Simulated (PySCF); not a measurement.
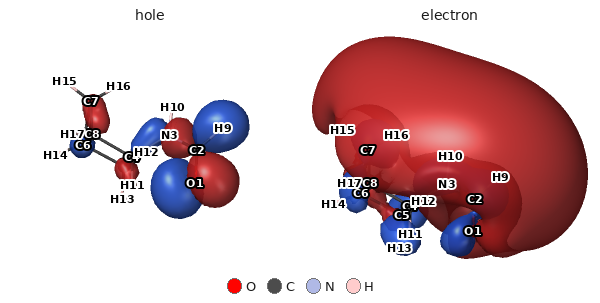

*C₆H₉NO, SMILES `O=CN[CH]1C[CH]2C[CH]21`. Leading natural transition orbital pair of S₃ (TDA singlet states); the surfaces enclose about 85 % of each orbital's density.*

Method: PBE0/6-31+G*; geometry: GFN2-xTB; program: PySCF. No frequency check shows the geometry to be a minimum.

Question: Give its energy and the atoms that hole and electron lie on.

Answer: 6.59 eV (188 nm), f = 0.037, diffuse (Rydberg-like) orbital; the leading pair carries 93 %; hole on O1 (60 %), C2 (11 %) and N3 (8 %), electron on C2 (22 %), H10 (17 %) and H9 (12 %) (atom shares of so diffuse an orbital are rough); their centroids lie 2.5 Å apart. In canonical orbitals it is mainly HOMO−1 → LUMO (83 %). The HOMO–LUMO gap is 7.51 eV.

The PySCF run took 9.8 min on 1 thread of Intel(R) Xeon(R) Processor @ 2.50GHz (Skylake/Cascade Lake), on a shared host, peak memory 0.89 GiB.
